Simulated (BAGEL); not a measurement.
# A workflow on BNH6 (SMILES [BH3-][NH3+])

Aim: a single-point energy (HF/cc-pVDZ), then a single-point energy (NEVPT2(2,2)/cc-pVDZ), then the energy (CASPT2(2,2)/cc-pVDZ) of BNH6. 

The calculation is run with BAGEL 1.2.2.

### 1 The molecule

The species is BNH6 (8 atoms), meant as a singlet with charge 0. SMILES: `[BH3-][NH3+]`. The B1–N2 distance was set to 4.589 Å, away from the relaxed value. At this shape a bond of the SMILES string is far longer than usual.

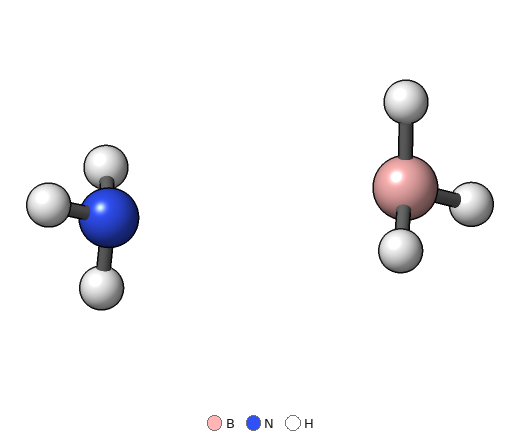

The structure, seen from a chosen angle (boron pink, nitrogen blue, hydrogen white).

### 2 The energy at HF/cc-pVDZ (density fitting with svp-jkfit) (run 1)

hf.json reads:

```json
{ "bagel": [

{
  "title": "molecule",
  "basis": "cc-pvdz.json",
  "df_basis": "svp-jkfit",
  "angstrom": true,
  "geometry": [
    { "atom": "B", "xyz": [   -0.907334,    1.161412,   -3.488158 ] },
    { "atom": "N", "xyz": [    0.206500,   -0.255100,    0.731700 ] },
    { "atom": "H", "xyz": [   -0.794234,    0.182212,   -4.193758 ] },
    { "atom": "H", "xyz": [   -2.048634,    1.560312,   -3.399958 ] },
    { "atom": "H", "xyz": [   -0.111634,    2.037212,   -3.751158 ] },
    { "atom": "H", "xyz": [    0.140800,    0.507000,    1.398700 ] },
    { "atom": "H", "xyz": [    1.156600,   -0.611300,    0.755300 ] },
    { "atom": "H", "xyz": [   -0.414000,   -0.996500,    1.040500 ] }
  ]
},
{
  "title": "hf"
},
{
  "title": "print",
  "file": "orbitals.molden",
  "orbitals": true
}

]}
```

The basis set cc-pVDZ is read from a file made from the Basis Set Exchange's data (not shown).

On the command line:

```console
$ BAGEL_NUM_THREADS=1 BAGEL hf.json > hf.out
```

Standard output:

```text
* using 1 threads per process

  ===============================================================
  ===============================================================

  *** Geometry ***

  { "atom" : "B", "xyz" : [     -1.714613,      2.194751,     -6.591663 ] },
  { "atom" : "N", "xyz" : [      0.390228,     -0.482069,      1.382713 ] },
  { "atom" : "H", "xyz" : [     -1.500885,      0.344331,     -7.925054 ] },
  { "atom" : "H", "xyz" : [     -3.871357,      2.948562,     -6.424989 ] },
  { "atom" : "H", "xyz" : [     -0.210958,      3.849773,     -7.088661 ] },
  { "atom" : "H", "xyz" : [      0.266073,      0.958091,      2.643160 ] },
  { "atom" : "H", "xyz" : [      2.185657,     -1.155190,      1.427310 ] },
  { "atom" : "H", "xyz" : [     -0.782347,     -1.883112,      1.966260 ] },

  Number of auxiliary basis functions:      260

  Since a DF basis is specified, we compute 2- and 3-index integrals:
    o Being stored without compression. Storage requirement is 0.007 GB

  Number of basis functions:       58
  Number of electrons      :       18

    * METHOD: MOLECULE                             0.04

  *** RHF ***

  === Nuclear Repulsion ===
    27.9317362908

      * DIIS with orbital gradients will be used.

  === RHF iteration (cc-pvdz.json) ===
      0        -82.40238947          0.02288272           0.00
      1        -82.52757656          0.01172106           0.00
      2        -82.56326464          0.00163845           0.00
      3        -82.56413978          0.00017412           0.00
      4        -82.56415135          0.00004585           0.00
      5        -82.56415259          0.00001239           0.00
      6        -82.56415271          0.00000346           0.00
      7        -82.56415271          0.00000074           0.00
      8        -82.56415271          0.00000019           0.00
      9        -82.56415271          0.00000005           0.00
     10        -82.56415271          0.00000001           0.00
    * SCF iteration converged.

    * Permanent dipole moment:
           (   -0.241266,     0.306725,    -0.913858) a.u.

    * METHOD: HF                                   0.06

    * METHOD: PRINT                                0.01

  ===============================================================
```

Run time: 0.3 s. Hardware: 1 thread of AMD EPYC 9R45 (Zen 5), shared host; peak memory 0.15 GiB.

### 3 A single-point energy at NEVPT2(2,2)/cc-pVDZ (density fitting with svp-jkfit) (run 2)

job.json reads:

```json
{ "bagel" : [

{
  "title" : "molecule",
  "basis" : "cc-pvdz.json",
  "df_basis" : "svp-jkfit",
  "angstrom" : true,
  "geometry" : [
    { "atom" : "B", "xyz" : [   -0.907334,    1.161412,   -3.488158 ] },
    { "atom" : "N", "xyz" : [    0.206500,   -0.255100,    0.731700 ] },
    { "atom" : "H", "xyz" : [   -0.794234,    0.182212,   -4.193758 ] },
    { "atom" : "H", "xyz" : [   -2.048634,    1.560312,   -3.399958 ] },
    { "atom" : "H", "xyz" : [   -0.111634,    2.037212,   -3.751158 ] },
    { "atom" : "H", "xyz" : [    0.140800,    0.507000,    1.398700 ] },
    { "atom" : "H", "xyz" : [    1.156600,   -0.611300,    0.755300 ] },
    { "atom" : "H", "xyz" : [   -0.414000,   -0.996500,    1.040500 ] }
  ]
},
{
  "title" : "hf"
},
{
  "title" : "nevpt2",
  "nstate" : 1,
  "nact" : 2,
  "nclosed" : 8,
  "active" : [9, 10],
  "maxiter" : 200,
  "natocc" : true,
  "ncore" : 2
},
{
  "title" : "print",
  "file" : "orbitals.molden",
  "orbitals" : true
}

]}
```

The basis set cc-pVDZ is read from a file made from the Basis Set Exchange's data (not shown).

On the command line:

```console
$ BAGEL_NUM_THREADS=1 BAGEL job.json > job.out
```

Standard output:

```text
* using 1 threads per process

  ===============================================================
  ===============================================================

  *** Geometry ***

  { "atom" : "B", "xyz" : [     -1.714613,      2.194751,     -6.591663 ] },
  { "atom" : "N", "xyz" : [      0.390228,     -0.482069,      1.382713 ] },
  { "atom" : "H", "xyz" : [     -1.500885,      0.344331,     -7.925054 ] },
[... 4 lines of this table left out ...]
  { "atom" : "H", "xyz" : [     -0.782347,     -1.883112,      1.966260 ] },

  Number of auxiliary basis functions:      260

  Since a DF basis is specified, we compute 2- and 3-index integrals:
    o Being stored without compression. Storage requirement is 0.007 GB

  Number of basis functions:       58
  Number of electrons      :       18

    * METHOD: MOLECULE                             0.04

  *** RHF ***

  === Nuclear Repulsion ===
    27.9317362908

      * DIIS with orbital gradients will be used.

  === RHF iteration (cc-pvdz.json) ===
      0        -82.40238947          0.02288272           0.00
      1        -82.52757656          0.01172106           0.00
      2        -82.56326464          0.00163845           0.00
[... 7 lines of this table left out ...]
     10        -82.56415271          0.00000001           0.00
    * SCF iteration converged.

    * Permanent dipole moment:
           (   -0.241266,     0.306725,    -0.913858) a.u.

    * METHOD: HF                                   0.06

    * freezing 2 orbitals
  ---------------------------
      CASSCF calculation
  ---------------------------

    ==== Active orbitals : =====
         Orbital 9
         Orbital 10
    ============================

    * nstate   :      1
    * nclosed  :      8
    * nact     :      2
    * nvirt    :     48
  === CASSCF iteration (cc-pvdz.json) ===

    * Using the second-order algorithm

      0  0       -82.56415313     8.48e-07      0.00

      1  0       -82.56415284     1.78e-06      0.02
[... 33 lines of this table left out ...]
     18  0       -82.57551619     6.53e-09      0.02

    * Second-order optimization converged. *

     guess   0:   closed 1.                   open ..

  === FCI iteration ===

      0  0       -82.56409422     7.68e-02      0.00
      1  0       -82.57550967     1.38e-03      0.00
      2  0 *     -82.57551619     1.37e-15      0.00

     * ci vector, state   0, <S^2> = 0.0000
       2.     0.9972427038
       .2    -0.0742090945

  === DF-NEVPT2 calculation ===

    * 3-index integral transformation done
    * assembly done

      NEVPT2 correlation energy:   -0.2679684104      0.03

          (+0)     -0.1952191718
          (+0)'    -0.0308129259
          (+1)     -0.0036141187
          (+1)'    -0.0000000000
          (+2)     -0.0005272037
          (-1)     -0.0323913076
          (-1)'     0.0000000000
          (-2)     -0.0054036827

      NEVPT2 total energy:        -82.8434846033

    * METHOD: NEVPT2                               0.52

    * METHOD: PRINT                                0.01

  ===============================================================
```

Wall time 0.82 s (1 thread of AMD EPYC 9R45 (Zen 5), shared host); peak memory 0.15 GiB.

### 4 The energy at CASPT2(2,2)/cc-pVDZ (density fitting with svp-jkfit) (run 3)

calc.json reads:

```json
{ "bagel" : [

{
  "title" : "molecule",
  "basis" : "cc-pvdz.json",
  "df_basis" : "svp-jkfit",
  "angstrom" : "true",
  "geometry" : [
    { "atom" : "B", "xyz" : [   -0.907334,    1.161412,   -3.488158 ] },
    { "atom" : "N", "xyz" : [    0.206500,   -0.255100,    0.731700 ] },
    { "atom" : "H", "xyz" : [   -0.794234,    0.182212,   -4.193758 ] },
    { "atom" : "H", "xyz" : [   -2.048634,    1.560312,   -3.399958 ] },
    { "atom" : "H", "xyz" : [   -0.111634,    2.037212,   -3.751158 ] },
    { "atom" : "H", "xyz" : [    0.140800,    0.507000,    1.398700 ] },
    { "atom" : "H", "xyz" : [    1.156600,   -0.611300,    0.755300 ] },
    { "atom" : "H", "xyz" : [   -0.414000,   -0.996500,    1.040500 ] }
  ]
},
{ "title" : "hf" },
{ "title" : "casscf", "nstate" : 1, "nact" : 2, "nclosed" : 8, "active" : [9, 10], "maxiter" : 200, "natocc" : "true" },
{ "title" : "print", "file" : "orbitals.molden", "orbitals" : "true" },
{ "title" : "smith", "method" : "caspt2", "ms" : "true", "xms" : "true", "sssr" : "true", "shift" : 0.2, "shift_imag" : "true", "ncore" : 2 }

]}
```

The basis set cc-pVDZ is read from a file made from the Basis Set Exchange's data (not shown).

On the command line:

```console
$ BAGEL_NUM_THREADS=1 BAGEL calc.json > calc.out
```

Standard output:

```text
* using 1 threads per process

  ===============================================================
  ===============================================================

  *** Geometry ***

  { "atom" : "B", "xyz" : [     -1.714613,      2.194751,     -6.591663 ] },
  { "atom" : "N", "xyz" : [      0.390228,     -0.482069,      1.382713 ] },
  { "atom" : "H", "xyz" : [     -1.500885,      0.344331,     -7.925054 ] },
[... 4 lines of this table left out ...]
  { "atom" : "H", "xyz" : [     -0.782347,     -1.883112,      1.966260 ] },

  Number of auxiliary basis functions:      260

  Since a DF basis is specified, we compute 2- and 3-index integrals:
    o Being stored without compression. Storage requirement is 0.007 GB

  Number of basis functions:       58
  Number of electrons      :       18

    * METHOD: MOLECULE                             0.04

  *** RHF ***

  === Nuclear Repulsion ===
    27.9317362908

      * DIIS with orbital gradients will be used.

[... 6 lines left out ...]
    * SCF iteration converged.
[... 1 line left out ...]
    * Permanent dipole moment:
[... 27 lines left out ...]
    * Second-order optimization converged. *
[... 9 lines left out ...]
     * ci vector, state   0, <S^2> = 0.0000
[... 16 lines left out ...]
    * Zeroth order energy : state  0       -1.3670864321
[... 4 lines left out ...]
       #      aibj      arbs      arbi      airj      risj      airs      arst      rist         Etot      error   time
[... 2 lines left out ...]
       0  -0.19516  -0.00629  -0.03301  -0.00327  -0.00065  -0.02644  -0.00000  -0.00000   -0.2648225  0.0039285   0.01
       1  -0.19569  -0.00646  -0.03345  -0.00338  -0.00072  -0.02736   0.00000  -0.00000   -0.2670474  0.0006498   0.01
       2  -0.19578  -0.00647  -0.03340  -0.00338  -0.00072  -0.02739  -0.00000   0.00000   -0.2671476  0.0001511   0.01
       3  -0.19578  -0.00647  -0.03340  -0.00336  -0.00073  -0.02742   0.00000   0.00000   -0.2671522  0.0000325   0.01
       4  -0.19578  -0.00647  -0.03340  -0.00336  -0.00073  -0.02743  -0.00000   0.00000   -0.2671524  0.0000077   0.01
       5  -0.19578  -0.00647  -0.03340  -0.00336  -0.00073  -0.02743   0.00000   0.00000   -0.2671524  0.0000021   0.01
       6  -0.19578  -0.00647  -0.03340  -0.00336  -0.00073  -0.02743   0.00000   0.00000   -0.2671524  0.0000008   0.01

      ------------------------------------------------------------------------------------------------------------------

    * CASPT2 energy : state  0      -82.8439566559
        w/o shift correction        -82.8426686088
        reference weight              0.9194926419

    * METHOD: SMITH                                0.11

  ===============================================================
```

It took 0.86 s on 1 thread of AMD EPYC 9R45 (Zen 5), shared host; peak memory 0.15 GiB.

### 5 What came out

| quantity | value |
| --- | --- |
| run 1, HF/cc-pVDZ: total energy | -82.56415 Eh |
| run 1, HF/cc-pVDZ: dipole moment | 2.53 D |
| run 1, HF/cc-pVDZ: HOMO energy | -11.51 eV |
| run 1, HF/cc-pVDZ: LUMO energy | 1.70 eV |
| run 1, HF/cc-pVDZ: HOMO–LUMO gap | 13.21 eV |
| run 2, NEVPT2(2,2)/cc-pVDZ: total energy | -82.84348 Eh |
| run 3, CASPT2(2,2)/cc-pVDZ: total energy | -82.84396 Eh |
